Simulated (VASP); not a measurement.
Band structure of AlP (zinc blende). Calculation: modified Becke-Johnson potential (mBJ), VASP's PBE PAW potentials (set 64) (plane waves; VASP).

mBJ is a potential without an energy functional, so only the levels count.

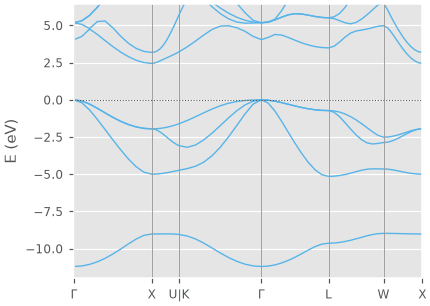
*Bands along high-symmetry lines, zero at the valence-band maximum or, without a gap, the Fermi level*

**Question.** Read the plot: is there a gap, and where are the band edges?

**Answer.** The gap is indirect, 2.45 eV, from the valence maximum at Γ to the conduction minimum at X.

Measured: gap 2.54 eV (computed value off by -0.09 eV), as given by Wei Chen et al., Physical Review Materials (2018), doi:10.1103/physrevmaterials.2.073803 [zero-point renormalisation of 0.02 eV added back (the table's ZPR column)].

The compound is AlP in the zinc blende structure. It was relaxed first. The cell's shape comes from a PBE relaxation.
